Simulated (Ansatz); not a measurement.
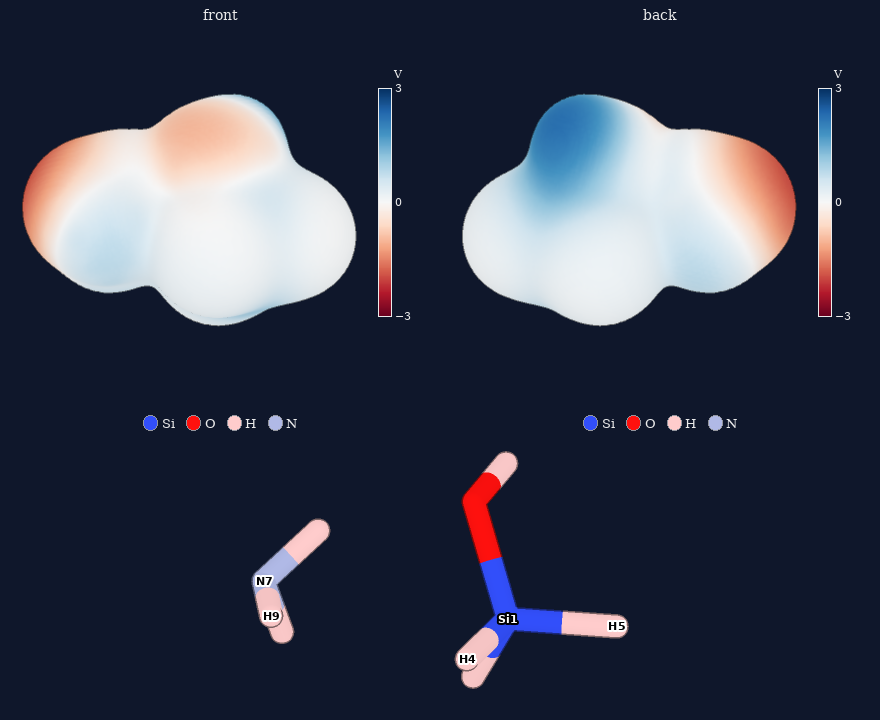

H4OSi···NH3. The molecular electrostatic potential painted on the density surface at 0.001 e/bohr³, seen from the front and from behind; the colour scale runs from red (negative) to blue (positive). The bare structure is drawn below in the same view.

These are results of RKS PBE-D4/def2-SVP (Ansatz), not measurements.

```yaml
atoms:
  - { symbol: Si, position_ang: [-0.2100, 0.2415, 0.0146] }
  - { symbol: O, position_ang: [-0.1729, 0.1876, 1.7045] }
  - { symbol: H, position_ang: [-1.0446, 0.2402, 2.1343] }
  - { symbol: H, position_ang: [1.2042, 0.4347, -0.4348] }
  - { symbol: H, position_ang: [-1.0472, 1.4063, -0.4530] }
  - { symbol: H, position_ang: [-0.7862, -1.0071, -0.6025] }
  - { symbol: N, position_ang: [1.5405, -2.3928, 1.3471] }
  - { symbol: H, position_ang: [0.9039, -2.7657, 0.6299] }
  - { symbol: H, position_ang: [2.2621, -1.8768, 0.8259] }
  - { symbol: H, position_ang: [0.9993, -1.6694, 1.8434] }
```

Q: Where is the surface potential most negative and most positive?

A: The most negative region (about −1.9 V) lies over N7, the most positive (about +2.2 V) over H3. N7 is the likeliest acceptor of a hydrogen bond.
